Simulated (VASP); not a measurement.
Band structure of CsCl (CsCl type). Calculation: revTPSS meta-GGA, VASP's PBE PAW potentials (set 64) (plane waves; VASP).

Unless said otherwise, spin-orbit coupling is left out, though it shifts the bands of the heavy elements here.

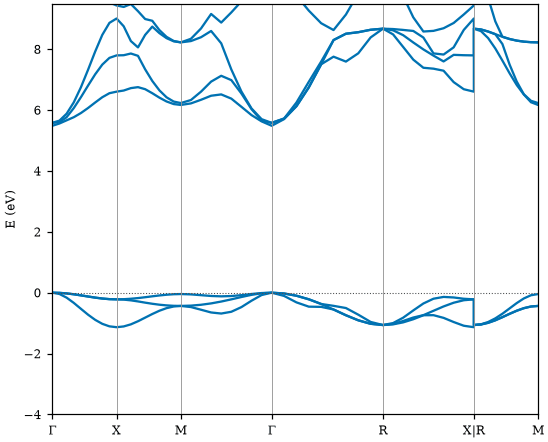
*Bands along high-symmetry lines, zero at the valence-band maximum or, without a gap, the Fermi level*

Question: Read the plot: is there a gap, and where are the band edges?

Answer: The gap is direct, 5.48 eV, from the valence maximum at Γ to the conduction minimum at Γ.

Measured: gap 8.35 eV at 80 K (computed value off by -2.87 eV), as given by Wikipedia, Caesium chloride.

The compound is CsCl in the CsCl type structure. It was relaxed first.
